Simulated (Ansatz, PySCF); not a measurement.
Breaking a bond: H4F4In2N2, singlet. The N3–H12 bond (N3 also carries H, In, In; H12 carries nothing else) is stretched with both fragments frozen at the PBE0/def2-SVP, def2 effective core potentials past Kr optimised geometry.

```
12

In    -1.6147    -1.1927    -0.8858
In     1.6150    -1.1898    -0.8893
N      0.0000     0.0000     0.0000
H      0.0000     0.9784    -0.2951
F     -2.5562    -0.1683    -2.2582
F     -2.5357    -2.2239     0.4955
N      0.0002    -2.3782    -1.7805
H      0.0003    -2.3691    -2.8024
H      0.0005    -3.3591    -1.4942
F      2.5408    -0.1596    -2.2683
F      2.5542    -2.2153     0.4838
H      0.0000     0.0000     1.0219
```

- RKS-PBE = restricted PBE/def2-SVP, def2 effective core potentials past Kr in Ansatz (a quantum-chemistry and plane-wave program)
- UKS-PBE = Ansatz with unrestricted PBE/def2-SVP, def2 effective core potentials past Kr
- UKS-B3LYP/LANL2DZ = unrestricted B3LYP/LANL2DZ, with its core potentials past Ne run with PySCF

Energies are in kcal/mol, each relative to the lowest point of its own curve near equilibrium.

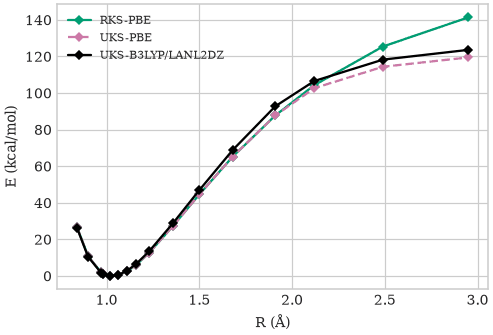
Figure: Energy against bond length for each method.

```
R / Å  RKS-PBE  UKS-PBE  UKS-B3LYP/LANL2DZ
-----  -------  -------  -----------------
0.84      26.8     26.8               26.5
0.90      10.9     10.9               10.6
0.97       1.9      1.9                1.8
0.98       1.3      1.3                1.2
1.02       0.0      0.0                0.0
1.06       0.3      0.3                0.5
1.11       2.5      2.5                2.8
1.16       6.1      6.1                6.6
1.23      12.7     12.7               13.6
1.36      27.6     27.6               29.1
1.50      44.6     44.6               46.9
1.68      65.2     65.2               68.9
1.91      87.8     87.8               92.8
2.12     104.3    102.7              106.6
2.49     125.5    114.4              118.3
2.95     141.4    119.5              123.6
```

At the longest distance, 2.95 Å, RKS-PBE lies highest above its minimum (141.4 kcal/mol) and UKS-PBE lowest (119.5 kcal/mol).

The restricted form behind RKS-PBE keeps the bonding electrons paired and can't separate into open-shell fragments. The unrestricted determinant behind UKS-PBE is spin-contaminated at 2.12 to 2.95 Å (<S²> up to 0.9, against 0.00 for a pure singlet). The unrestricted determinant behind UKS-B3LYP/LANL2DZ is spin-contaminated at 1.91 to 2.95 Å (<S²> up to 0.9, against 0.00 for a pure singlet).
